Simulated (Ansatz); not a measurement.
Sr2S2 (charge −1): single-point calculation

- system: Sr2S2, charge −1, multiplicity 2
- method: UHF-CCSD(T), frozen core/def2-TZVPD (Ansatz 0.2.0)

The geometry comes from this level: PBE0-D4/def2-TZVPD.

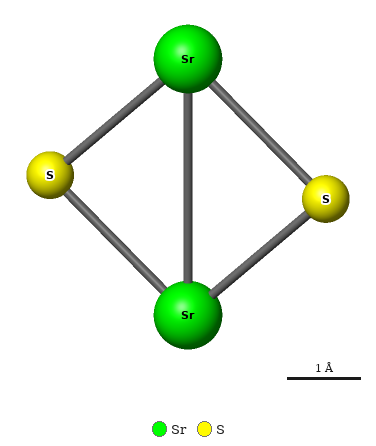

Fig. 1: The input geometry (ball-and-stick view, seen at a tilt). Sticks mark near contacts.

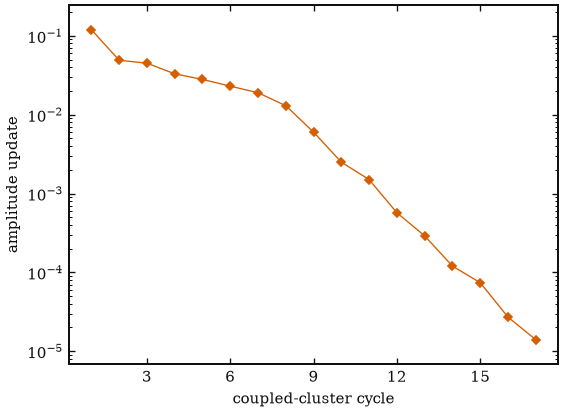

Fig. 2: Convergence of the coupled-cluster equations: amplitude update against the coupled-cluster cycle. The residual falls at every step.

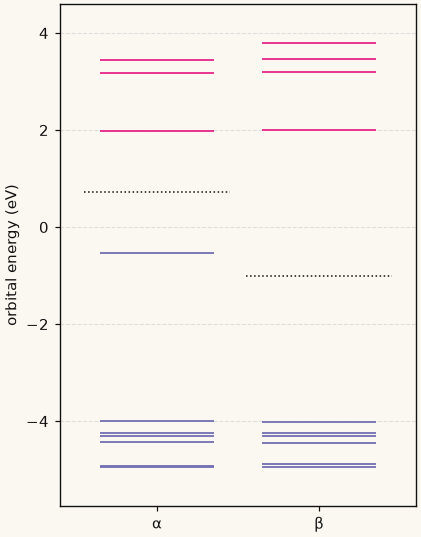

Fig. 3: Orbital energies near the frontier for α and β spins; the dotted line parts filled from empty levels, and levels within 0.02 eV of each other stand side by side. α: highest filled −0.54 eV, lowest empty 1.97 eV, 2.51 eV apart; β: highest filled −4.02 eV, lowest empty 2.01 eV, 6.03 eV apart.

These pictures come from the run below.

Input file:
```yaml
crystal:
  periodic: [false, false, false]
  atoms:
    - {symbol: Sr, position_ang: [1.820510, 0.103624, 0.043791]}
    - {symbol: Sr, position_ang: [-1.820445, -0.103583, -0.043888]}
    - {symbol: S, position_ang: [-0.118224, 1.979611, 0.230928]}
    - {symbol: S, position_ang: [0.118159, -1.979652, -0.230830]}
basis:
  gaussian: {orbitals: def2-TZVPD, initial_orbitals: start.molden}
total_charge: -1
magnetization: {spin_polarized: true, initial_magnetization: 1}
correlation: {method: ccsd_t}
scf: {omitted_lower_state_checks: [starts, cluster_reference]}
output: {orbitals: {seedname: orbitals}}
```

Run as:
```bash
ansatz run in.yaml --threads 4 --pin off --events-out ev --progress --plain --max-ram 3916MiB
```

The program's output:
```
Functional definition: HF
  name "HF"
  cite "Fock, Z. Phys. 61, 126 (1930) doi:10.1007/BF01340294"
  parent pbe
  exchange = exact_x
  correlation = 0
these checks for a lower state are left out or cut short: starts, cluster_reference
1142 factors; integrals over basis functions are off by at most 3.7e-4 eV
mean field evaluation 1: about -23291.9961 eV, gradient 2.1e1 eV
mean field evaluation 2: about -23292.6417 eV, gradient 1.0e0 eV
mean field evaluation 4: about -23292.6826 eV, gradient 1.6e-1 eV
mean field evaluation 8: about -23292.7843 eV, gradient 1.3e-3 eV
mean field -23292.78431137 eV, -855.9940350264 hartree, gradient 2.1e-6 eV, S^2 0.750837; 0 other end points of the search recorded, 0 dependent functions left out
10 core orbitals not correlated: weight in the atoms' cores, before any rotation towards them, 1.000 or more for the frozen orbitals, at most 0.000 for the correlated occupied ones
reference -23292.78431137 eV, -855.9940350264 hartree; 17, 16 occupied and 131, 132 virtual orbitals, 1142 factors
second order -18.75425625 eV of doubles, -0.00000000 eV of singles
cycle   1  -19.16722194 eV  change   -4.1e-1 eV  update   1.2e-1
cycle   2  -19.51141742 eV  change   -3.4e-1 eV  update   4.9e-2
cycle   3  -19.64122101 eV  change   -1.3e-1 eV  update   4.5e-2
cycle   4  -19.65212645 eV  change   -1.1e-2 eV  update   3.3e-2
cycle   5  -19.63753327 eV  change    1.5e-2 eV  update   2.8e-2
cycle   6  -19.64370972 eV  change   -6.2e-3 eV  update   2.3e-2
cycle   7  -19.66413616 eV  change   -2.0e-2 eV  update   1.9e-2
cycle   8  -19.67806800 eV  change   -1.4e-2 eV  update   1.3e-2
cycle   9  -19.68165897 eV  change   -3.6e-3 eV  update   6.0e-3
cycle  10  -19.68068755 eV  change    9.7e-4 eV  update   2.5e-3
cycle  11  -19.67982129 eV  change    8.7e-4 eV  update   1.5e-3
cycle  12  -19.68054810 eV  change   -7.3e-4 eV  update   5.7e-4
cycle  13  -19.68062560 eV  change   -7.8e-5 eV  update   2.9e-4
cycle  14  -19.68083741 eV  change   -2.1e-4 eV  update   1.2e-4
cycle  15  -19.68097880 eV  change   -1.4e-4 eV  update   7.4e-5
cycle  16  -19.68095252 eV  change    2.6e-5 eV  update   2.7e-5
cycle  17  -19.68094280 eV  change    9.7e-6 eV  update   1.4e-5
perturbative correction -0.84657365 eV, -0.0311110078 hartree
Total energy: -23313.31182782 eV, -856.7484073420 hartree
Checks for a lower state left out: starts, cluster_reference
```

Results in brief:

| quantity | value |
| --- | --- |
| outcome | converged |
| total energy | −23313.3118 eV |
| mean-field energy | −23292.7843 eV |
| CCSD correlation | −19.6809 eV |
| (T) correction | −0.8466 eV |
| T1 diagnostic | 0.074 |
| ⟨S²⟩ | 0.751 |
| SCF solution under orbital rotations | stable |
| HOMO (either spin) | −0.54 eV |
| LUMO (either spin) | 1.97 eV |
| hardware | 4 threads of Arm Neoverse V1, 23 GiB of memory available, shared host |
| wall time | 3.2 min (CPU time 13 min) |
| peak memory | 3.3 GiB |
